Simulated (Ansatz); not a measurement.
## Run report: Si₂PH₉, single-point calculation

System: Si₂PH₉.
Method: RKS PBE0-D4/def2-TZVPP (Ansatz 0.2.0).

The geometry is the reactant side of a reaction. The reaction was set up to form Si1–P7 and H2–H6 and to break Si1–H2 and H6–P7 (atoms counted from 1 in the order of the input); sticks are drawn by distance alone. The geometry comes from this level: PBE0-D4/def2-TZVP.

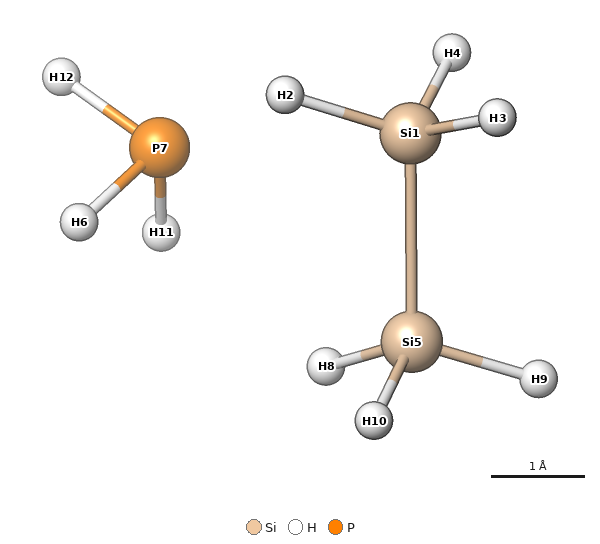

Fig. 1: The input geometry (ball-and-stick view, seen at a tilt; atoms are numbered from 1 in the order of the input). Bond lengths as drawn: H–P 1.42 Å, H–Si 1.49 Å and Si–Si 2.34 Å.

## Summary

- outcome: converged
- total energy: −25180.4429 eV
- mean-field energy: −25180.2394 eV
- dispersion energy: −0.2035 eV
- SCF solution under orbital rotations: stable
- HOMO: −7.89 eV
- LUMO: 0.28 eV
- hardware: 4 threads of Intel Xeon @ 2.50GHz, 15 GiB of memory available, shared host
- wall time: 2.6 s (CPU time 9.1 s)
- peak memory: 0.62 GiB

## Input file
```yaml
crystal:
  periodic: [false, false, false]
  atoms:
    - {symbol: Si, position_ang: [-0.214929, -1.220737, -1.327241]}
    - {symbol: H, position_ang: [1.011982, -0.511504, -1.776188]}
    - {symbol: H, position_ang: [-0.237248, -2.566757, -1.965905]}
    - {symbol: H, position_ang: [-1.414681, -0.466186, -1.771460]}
    - {symbol: Si, position_ang: [-0.210259, -1.508390, 0.994428]}
    - {symbol: H, position_ang: [1.446372, 2.147473, 0.525235]}
    - {symbol: P, position_ang: [0.150969, 2.373883, -0.008138]}
    - {symbol: H, position_ang: [-0.170085, -0.208501, 1.717394]}
    - {symbol: H, position_ang: [-1.434512, -2.240173, 1.418947]}
    - {symbol: H, position_ang: [0.978690, -2.304558, 1.404124]}
    - {symbol: H, position_ang: [-0.373205, 2.817992, 1.233387]}
    - {symbol: H, position_ang: [0.466806, 3.687457, -0.444583]}
basis:
  gaussian: {orbitals: def2-TZVPP}
hamiltonian: {xc: pbe0, dispersion: d4}
output: {orbitals: {seedname: orbitals}}
```

Launched with:
```bash
ansatz run in.yaml --threads 4 --pin off --events-out ev --progress --plain --max-ram 9574MiB
```

## Output
```
Functional definition: PBE0
  name "PBE0"
  cite "Adamo & Barone, J. Chem. Phys. 110, 6158 (1999) doi:10.1063/1.478522"
  cite "Perdew, Burke & Ernzerhof, Phys. Rev. Lett. 77, 3865 (1996) doi:10.1103/PhysRevLett.77.3865"
  parent pbe
  parameter a = 0.25
  parameter kappa = 0.804
  parameter beta = 0.06672455060314922
  exchange = (1 - a)*pbe_x(kappa = kappa, mu = beta*pi^2/3) + a*exact_x
  correlation = pbe_c(beta = beta)
1413 factors; their error is unknown
mean field evaluation 1: about -25179.4409 eV, gradient 1.5e1 eV
mean field evaluation 2: about -25180.0100 eV, gradient 9.0e0 eV
mean field evaluation 4: about -25180.2070 eV, gradient 4.6e-1 eV
mean field evaluation 8: about -25180.2394 eV, gradient 1.1e-2 eV
mean field -25180.23937677 eV, -925.3567293172 hartree, gradient 6.9e-5 eV, S^2 0.000000; 0 other end points of the search recorded, 0 dependent functions left out
reference -25180.23941751 eV, -925.3567308143 hartree; 26, 26 occupied and 226, 226 virtual orbitals, 1413 factors
Total energy: -25180.44289795 eV, -925.3642085826 hartree
```

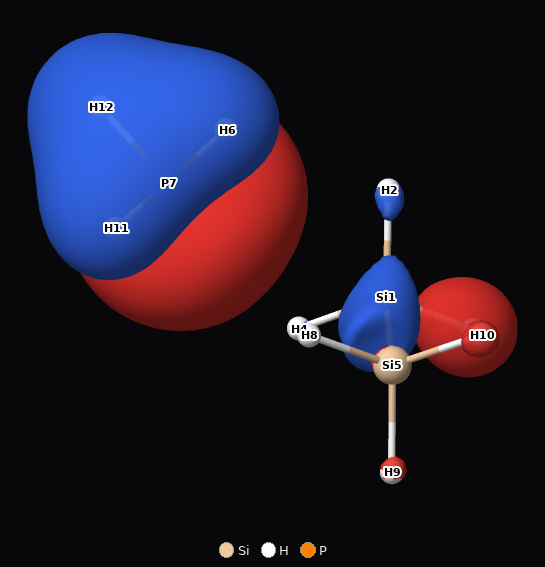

Fig. 2: One frontier orbital at ±0.06 Å⁻³ᐟ² (red and blue are the two phases), seen at an oblique angle. The HOMO, at −7.89 eV.

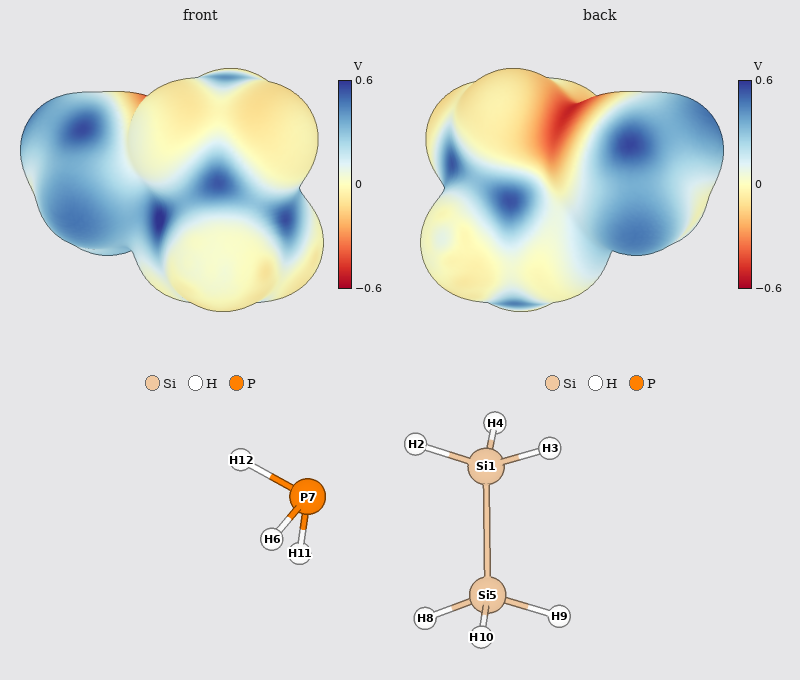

Fig. 3: The molecular electrostatic potential painted on the density surface at 0.001 e/bohr³, seen at a tilt and from behind; the colour scale runs from red (negative) to blue (positive). The bare structure is drawn below in the same view. A positive charge is drawn to the negative regions and a negative charge to the positive ones.

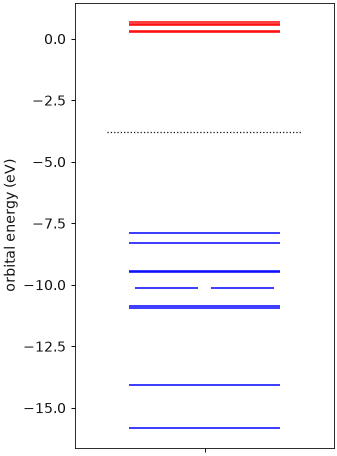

Fig. 4: Orbital energies near the frontier; the dotted line parts filled from empty levels, and levels within 0.02 eV of each other stand side by side. Highest filled −7.89 eV, lowest empty 0.28 eV, 8.17 eV apart.
